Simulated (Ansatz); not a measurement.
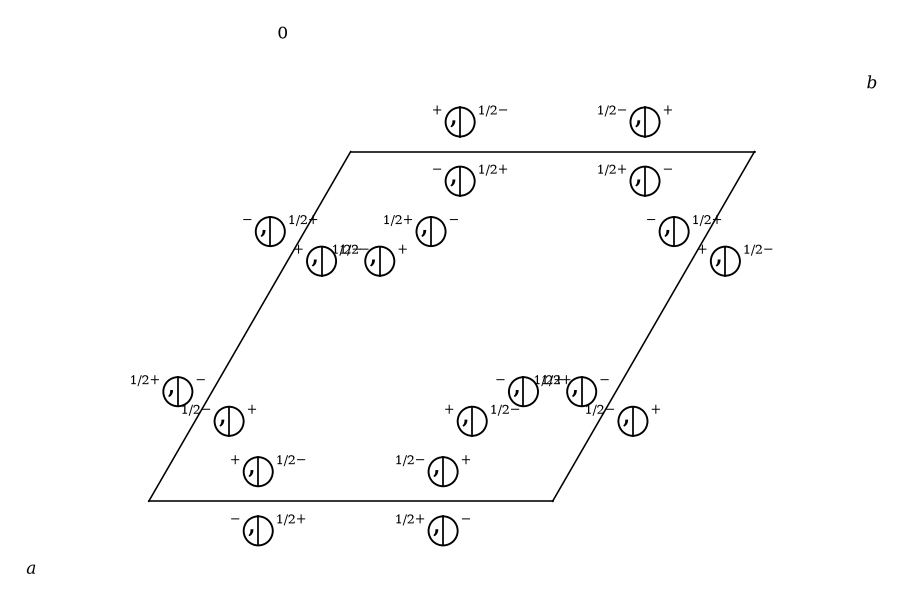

General positions of a space group, projected down c, computed from the operations of a computed or model structure of composition La, which need not be its known form.

A circle is a general position, a comma marks the mirror image, + and − with a fraction give the height (along the projection axis: ½+ is ½ plus the coordinate, − is its negative), and a split circle stands for two positions above each other.

Identify the space group.

Answer. No. 194, P6_3/mmc; primitive hexagonal, point group 6/mmm, 24 general positions a cell.

Write the general positions (in any order).

Answer. x, y, z; −x, −y, −z; x−y, x, z+1/2; −x+y, −x, −z+1/2; −y, x−y, z; y, −x+y, −z; −x, −y, z+1/2; x, y, −z+1/2; −x+y, −x, z; x−y, x, −z; y, −x+y, z+1/2; −y, x−y, −z+1/2; −y, −x, −z+1/2; y, x, z+1/2; −x, −x+y, −z; x, x−y, z; −x+y, y, −z+1/2; x−y, −y, z+1/2; y, x, −z; −y, −x, z; x, x−y, −z+1/2; −x, −x+y, z+1/2; x−y, −y, −z; −x+y, y, z
